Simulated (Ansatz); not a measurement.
# One shape, several levels: GaF (SMILES [F][Ga])

Wanted: a comparison of 5 runs (BHLYP/STO-3G, CAM-B3LYP/STO-3G, PBE0/STO-3G, MP2/STO-3G, UMP2/STO-3G) of GaF. 

The results are computed with Ansatz 0.2.0.

51 further runs of the same task are left out: 25 that didn't finish, 26 set aside as unsound or not needed.

## (1) The structure to begin with

GaF: 2 atoms, total charge 0, spin state singlet. As SMILES, `[F][Ga]`. The Ga2–F1 distance was set to 2.699 Å, away from the relaxed value.

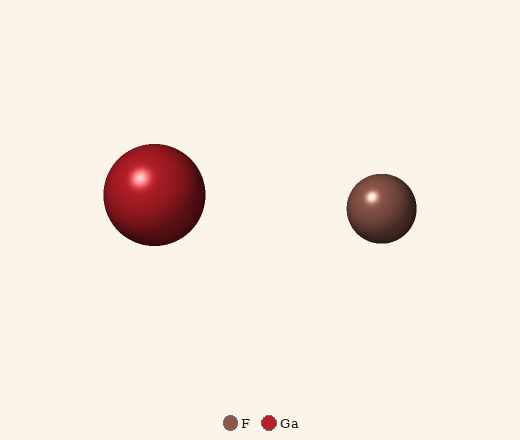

Viewed from a chosen angle; fluorine brown, gallium red.

## (2) The energy at BHLYP/STO-3G (run 1)

input.yaml

```yaml
crystal:
  periodic: [false, false, false]
  atoms:
    - symbol: F
      position_ang: [0.000000, 0.000000, -0.899550]
    - symbol: Ga
      position_ang: [0.000000, 0.000000, 1.799150]
basis:
  gaussian: {orbitals: STO-3G}
hamiltonian: {xc: {name: BHLYP}}
accuracy: high
```

Launch:

```console
$ ansatz run input.yaml --threads 1 --pin off --max-ram 2610MiB --events-out events.jsonl --progress --plain --runs-dir runs
```

Output:

```text
Warning: RAYON_NUM_THREADS=1 ignored (pool sized by the plan → 1); use --threads N
Functional definition: BHLYP
  name "BHLYP"
  parameter a = 0.5
  exchange = (1 - a)*b88_x + a*exact_x
  correlation = lyp_c
270 factors; integrals over basis functions are off by at most 2.1e-8 eV
mean field evaluation 1: about -54121.6970 eV, gradient 7.2e0 eV
mean field evaluation 2: about -54123.9442 eV, gradient 3.2e1 eV
mean field evaluation 4: about -54127.0194 eV, gradient 5.7e1 eV
mean field evaluation 8: about -54417.5340 eV, gradient 4.5e1 eV
mean field evaluation 16: about -54433.0776 eV, gradient 5.9e-2 eV
mean field evaluation 32: about -54433.0759 eV, gradient 6.8e-2 eV
mean field evaluation 64: about -54415.2965 eV, gradient 9.5e-5 eV
mean field evaluation 96: about -54432.6913 eV, gradient 7.7e0 eV
mean field evaluation 128: about -54433.0625 eV, gradient 6.6e-2 eV
mean field evaluation 160: about -54417.9446 eV, gradient 1.6e1 eV
mean field evaluation 192: about -54433.0692 eV, gradient 1.1e-1 eV
mean field -54433.07936263 eV, -2000.3787705102 hartree, gradient 2.5e-8 eV, S^2 0.000000; 13 other end points of the search recorded, 0 dependent functions left out
reference -54433.07937813 eV, -2000.3787710800 hartree; 20, 20 occupied and 3, 3 virtual orbitals, 270 factors
Total energy: -54433.07937813 eV, -2000.3787710800 hartree
```

Run time: 6.9 s. Hardware: 1 thread of Arm Neoverse V1, shared host.

## (3) The energy at CAM-B3LYP/STO-3G (run 2)

molecule.yaml

```yaml
crystal:
  periodic: [false, false, false]
  atoms:
    - {symbol: F, position_ang: [0.000000, 0.000000, -0.899550]}
    - {symbol: Ga, position_ang: [0.000000, 0.000000, 1.799150]}
basis:
  gaussian: {orbitals: STO-3G}
accuracy: high
hamiltonian: {xc: {name: CAM-B3LYP}}
```

Launch:

```console
$ ansatz run molecule.yaml --threads 1 --pin off --max-ram 2610MiB --events-out events.jsonl --progress --plain --runs-dir runs
```

Output (excerpt; [...] marks lines left out):

```text
Warning: RAYON_NUM_THREADS=1 ignored (pool sized by the plan → 1); use --threads N
Functional definition: CAM-B3LYP
  name "CAM-B3LYP"
[...]
270 factors; integrals over basis functions are off by at most 2.1e-8 eV
103 factors; integrals over basis functions are off by at most 1.1e-9 eV
[...]
mean field -54433.08915021 eV, -2000.3791301971 hartree, gradient 1.8e-8 eV, S^2 0.000000; 13 other end points of the search recorded, 0 dependent functions left out
reference -54433.08916108 eV, -2000.3791305965 hartree; 20, 20 occupied and 3, 3 virtual orbitals, 270 factors
Total energy: -54433.08916108 eV, -2000.3791305965 hartree
```

It took 9.6 s on 1 thread of Arm Neoverse V1, shared host.

## (4) A single-point energy at PBE0/STO-3G (run 3)

run.yaml

```yaml
basis:
  gaussian:
    orbitals: STO-3G
crystal:
  periodic: [false, false, false]
  atoms:
    - {symbol: F, position_ang: [0.000000, 0.000000, -0.899550]}
    - {symbol: Ga, position_ang: [0.000000, 0.000000, 1.799150]}
total_charge: 0
magnetization:
  spin_polarized: false
hamiltonian:
  xc: pbe0
accuracy: high
```

Launch:

```console
$ ansatz run run.yaml --threads 1 --pin off --max-ram 2610MiB --events-out events.jsonl --progress --plain --runs-dir runs
```

Output (excerpt; [...] marks lines left out):

```text
Warning: RAYON_NUM_THREADS=1 ignored (pool sized by the plan → 1); use --threads N
Functional definition: PBE0
  name "PBE0"
[...]
270 factors; integrals over basis functions are off by at most 2.1e-8 eV
[...]
mean field -54425.34617010 eV, -2000.0945809266 hartree, gradient 2.6e-8 eV, S^2 0.000000; 14 other end points of the search recorded, 0 dependent functions left out
reference -54425.34617124 eV, -2000.0945809683 hartree; 20, 20 occupied and 3, 3 virtual orbitals, 270 factors
Total energy: -54425.34617124 eV, -2000.0945809683 hartree
```

It took 11 s on 1 thread of Arm Neoverse V1, shared host.

Run 4 isn't shown in full; the table further down has it.

## (5) A single-point energy at UMP2/STO-3G (run 5)

in.yaml

```yaml
basis:
  gaussian: {orbitals: STO-3G}
crystal:
  periodic: [false, false, false]
  atoms:
    - {symbol: F, position_ang: [0.000000, 0.000000, -0.899550]}
    - {symbol: Ga, position_ang: [0.000000, 0.000000, 1.799150]}
correlation: {method: mp2, frozen_orbitals: {F: 1, Ga: 9}}
accuracy: high
magnetization: {spin_polarized: true, initial_magnetization: 0}
```

Launch:

```console
$ ansatz run in.yaml --threads 1 --pin off --max-ram 2610MiB --events-out events.jsonl --progress --plain --runs-dir runs
```

Output (excerpt; [...] marks lines left out):

```text
Warning: RAYON_NUM_THREADS=1 ignored (pool sized by the plan → 1); use --threads N
Functional definition: HF
  name "HF"
[...]
270 factors; integrals over basis functions are off by at most 2.1e-8 eV
[...]
mean field -54394.10036740 eV, -1998.9463188565 hartree, gradient 9.2e-11 eV, S^2 1.997769; 24 other end points of the search recorded, 0 dependent functions left out
10 core orbitals not correlated: weight in the atoms' cores, before any rotation towards them, 0.999 or more for the frozen orbitals, at most 0.000 for the correlated occupied ones
reference -54394.10036740 eV, -1998.9463188565 hartree; 10, 10 occupied and 3, 3 virtual orbitals, 270 factors
second order -0.19939160 eV of doubles, -0.00000000 eV of singles
Total energy: -54394.29975900 eV, -1998.9536463625 hartree
```

It took 4.2 s on 1 thread of Arm Neoverse V1, shared host.

## (6) The series

```
run             level  frozen core orbitals   energy (Eh)  wall time
  1      BHLYP/STO-3G                     –  -2000.378771      6.9 s
  2  CAM-B3LYP/STO-3G                     –  -2000.379131      9.6 s
  3       PBE0/STO-3G                     –  -2000.094581       11 s
  4        MP2/STO-3G                    10  -1998.777833      1.7 s
  5       UMP2/STO-3G                    10  -1998.953646      4.2 s
```

## (7) Outcome

```
                                           quantity           value
                                run 5: total energy  -1998.95365 Eh
run 5: correlation energy (10 core orbitals frozen)        -7.3 mEh
           run 5: ⟨S²⟩ of the reference determinant           1.998
```

In words: Totals of different functionals can't be ranked against each other. In run 4 the log says that unrestricted orbitals would lower the reference, so the values rest on an unstable closed-shell determinant (other closed-shell runs at this shape may share the fault). In runs 1, 2, 3, 4, 5 the basis is minimal, so the values are rough. Spin contamination of the reference: run 5 ⟨S²⟩ = 2.00. Where it is this large, the reference is a mixture of spin states, and values that rest on it are in doubt. All runs together took 33 s, the longest 11 s.
